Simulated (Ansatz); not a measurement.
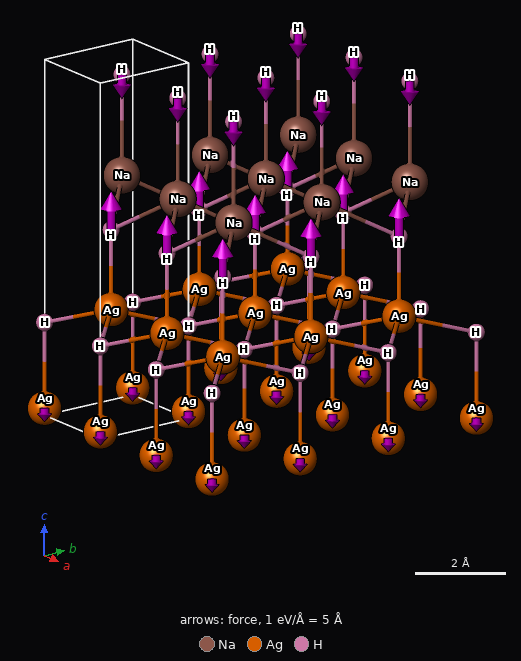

Starting geometry of solid NaAg2H3 (built on the MnCd2Te3-156 type type) with the computed forces as purple arrows. Style: ball-and-stick. Shown: the cell of the calculation, repeated 3 × 3 × 1 with one cell outlined, slightly off an axis.

Level of theory: DFT, r2SCAN+rVV10, plane waves, PAW (Ansatz 0.2.0). (plane-wave cutoff 500 eV; k-point mesh 12 × 12 × 4; occupations fermi dirac; smearing width 0.03 eV; no spin polarisation; cell and atoms relaxed; force threshold 0.01 eV/Å; at most 120 steps)

### What follows when this structure is relaxed?

It isn't relaxed: the largest force vector, on an H atom, is 0.18 eV/Å. The atoms end up moving mostly along the starting forces (cosine between the two patterns 0.89). The energy falls by 10.2 meV per cell of the calculation in 4 accepted moves (5 points after the start). Largest force component: 0.18 eV/Å at the start, 0.0015 eV/Å at the end. Pressure: 1.22 GPa at the start and 0.01 GPa at the end. At 1 point the geometry stayed and the basis and grid were re-selected for the new cell (energy shift of 0.4 meV per cell of the calculation at most each time). The atom that moves furthest relative to the cell is an H atom (0.039 Å along +c). By element the largest moves are H 0.039 Å, Ag 0.021 Å, Na 0.008 Å. Cell: a = b 3.231 → 3.251 Å (+0.6 %), c 8.046 → 8.071 Å (+0.3 %). Volume +1.5 %. Near-neighbour distances that change, for instance: H–Na 2.281 → 2.246 Å, Ag–H 1.807 → 1.831 Å, Ag–H 1.929 → 1.951 Å, Na–Na 3.231 → 3.251 Å. The space group stays P3m1 (No. 156).
